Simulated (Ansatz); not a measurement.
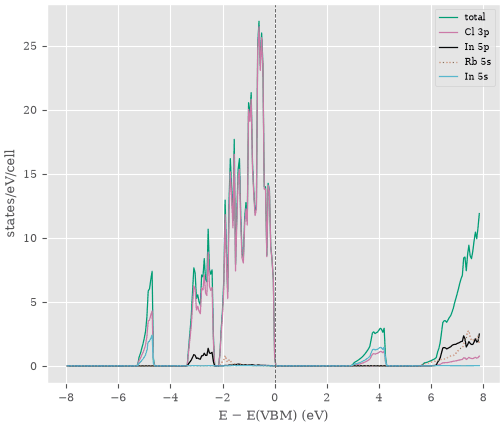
*Total and projected density of states of Rb2LiInCl6 in space group Fm-3m (No. 225; Rb on 8c, Li on 4b, In on 4a, Cl on 24e), DFT-PBEsol in the program Ansatz with PAW potentials*

Which orbitals carry the states next to the gap?

Top 1 eV of the valence band: Cl 3p 98 %. Bottom 1 eV of the conduction band: In 5s 49 %, Cl 3p 33 %, Cl 3s 6 %, outside the projected shells 7 %. Projections are on Löwdin-orthogonalised atomic valence shells; empty p or d shells of many metals are not among them.

Where is the tallest occupied peak in this window, and what makes it?

Near -0.6 eV, about 27 states/eV per cell; the largest projected share is Cl 3p.

The workflow started from a Materials Project entry (that database holds measured and hypothetical structures alike); the Crystallography Open Database copy checked does not list it. Whether it is the stable phase at ambient conditions was not checked. The PBEsol relaxation kept the symmetry of its start; whether a distortion lowers the energy is not shown. Scalar-relativistic: spin–orbit coupling is off unless named, which matters more the heavier the elements.

Potentials: the later of the program's two PAW sets.
